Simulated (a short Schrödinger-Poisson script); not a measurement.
System: MOS inversion layer, SiO2 on p-type Si(100), at 300 K.

```
layer  material  thickness (nm)  Na (cm⁻³)
-----  --------  --------------  ---------
1          SiO2               3          -
2            Si            1100     1.5e17
```

The device is made up for the run: typed textbook-type constants, with dimensions and the other settings drawn at random. SiO2: permittivity 3.9, conduction-band edge (eV) 3.15, gap (eV) 9, electron mass (mₑ) 0.5. Si: permittivity 11.7, conduction-band edge (eV) 0, gap (eV) 1.124, Nv at 300 K (cm⁻³) 3.1e19.

Channel valleys (confinement mass, in-plane density-of-states mass, number): Δ2 0.916, 0.19, 2; Δ4 0.19, 0.417, 4. At the gate the conduction-band edge of layer 1 lies 3.36 eV − eVg above the Fermi level of the channel; the field vanishes at the back. Gaps are held at their typed values at every temperature. Mesh 0.03 nm at interfaces.

Solved with a short Schrödinger-Poisson script written for these runs: 1D Poisson equation in equilibrium, electrons quantum, Hartree (BenDaniel-Duke, 12 states a valley, the channel's in-plane mass for all, wave functions ending at the dielectric), parabolic valleys, classical holes, full ionisation, no traps, pinning or gate leakage.

Only gate voltages with over 1e8 electrons/cm² are shown.

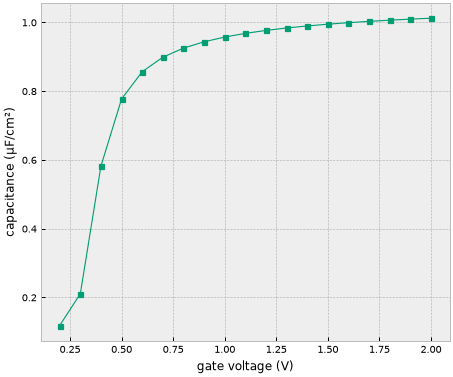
Quasi-static capacitance against gate voltage

```tsv
Vg (V)	electrons (cm⁻²)	C (μF/cm²)	Δ2 E0 (meV)	Δ2 E1 (meV)	Δ4 E0 (meV)	Δ4 E1 (meV)
0.2	9.48e8	0.118	238.4	280.4	277.1	346.6
0.3	2.42e10	0.211	153.6	197.3	193.9	266.3
0.4	2.27e11	0.582	93.9	140.4	136.9	212.0
0.5	6.44e11	0.777	64.6	114.7	111.2	188.7
0.6	1.15e12	0.857	47.2	101.1	97.6	177.1
0.7	1.69e12	0.899	34.8	92.3	88.9	170.2
0.8	2.26e12	0.925	25.1	86.0	82.6	165.5
0.9	2.84e12	0.944	17.0	81.1	77.8	162.1
1	3.44e12	0.958	9.9	77.2	73.9	159.5
1.1	4.04e12	0.968	3.6	73.9	70.6	157.5
1.2	4.64e12	0.977	-2.1	71.1	67.8	155.8
1.3	5.25e12	0.984	-7.4	68.6	65.4	154.3
1.4	5.87e12	0.990	-12.3	66.3	63.1	153.1
1.5	6.49e12	0.995	-17.0	64.3	61.1	152.0
1.6	7.11e12	0.999	-21.5	62.4	59.3	151.0
1.7	7.73e12	1.00	-25.7	60.7	57.6	150.1
1.8	8.36e12	1.01	-29.8	59.1	56.0	149.4
1.9	8.99e12	1.01	-33.8	57.5	54.4	148.6
2	9.62e12	1.01	-37.7	56.1	53.0	148.0
```

Subbands count from the Fermi level.
